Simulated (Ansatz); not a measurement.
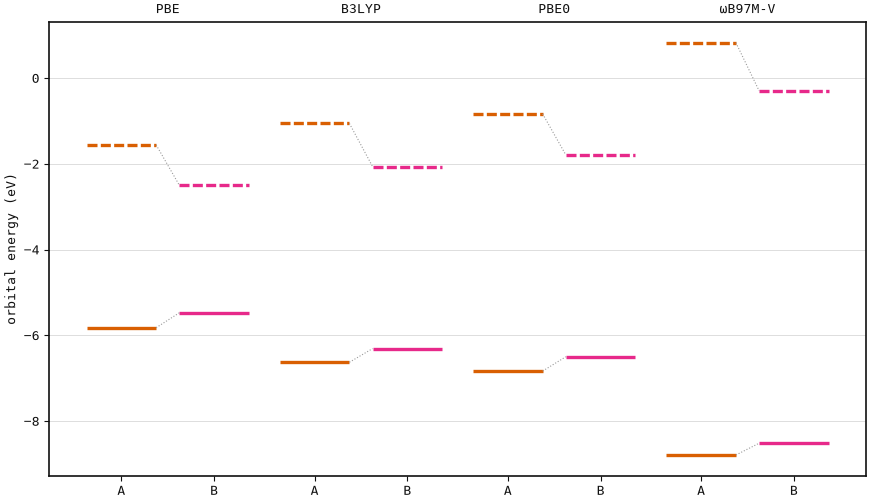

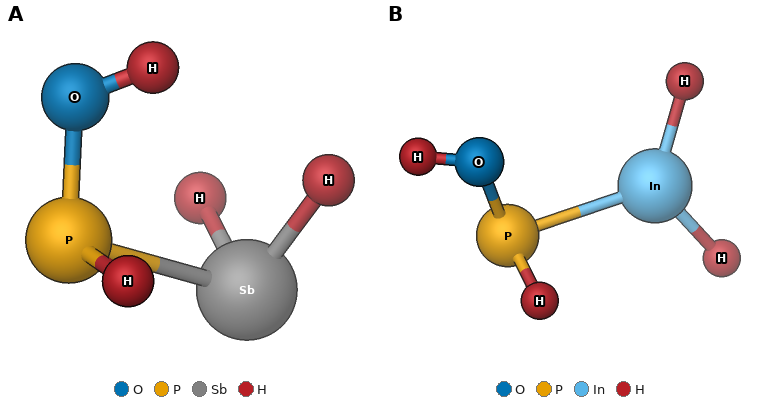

One change: A, SbPH₄O (SMILES O[PH][SbH2], trivalent P–OH tautomer), becomes B, InPH₄O (SMILES O[PH][InH2], trivalent P–OH tautomer). SbH₂ on P is replaced by InH₂. HOMO (solid) and LUMO (dashed) computed in def2-TZVPP at PBE0-D4/def2-TZVP geometries, both minima by their frequencies, gas phase, the Ansatz code 0.2.0. Empty levels above zero depend strongly on the basis.

### What does the change do to HOMO and LUMO?

PBE: the HOMO rises by 0.35 eV, the LUMO falls by 0.94 eV, and the separation goes from 4.27 to 2.98 eV. B3LYP: the HOMO rises by 0.32 eV, the LUMO falls by 1.01 eV, and the separation goes from 5.57 to 4.25 eV. PBE0: the HOMO rises by 0.33 eV, the LUMO falls by 0.96 eV, and the separation goes from 6.00 to 4.71 eV. ωB97M-V: the HOMO rises by 0.27 eV, the LUMO falls by 1.12 eV, and the separation goes from 9.62 to 8.22 eV.

### Do the functionals agree on the effect?

They agree on the direction for both levels; the HOMO shift lies between 0.27 and 0.35 eV and the LUMO shift between −1.12 and −0.94 eV, while the separations themselves differ by up to 5.4 eV between functionals.

Caveats: core potentials past krypton; spin-orbit coupling is left out, and with In and Sb it can shift these values.
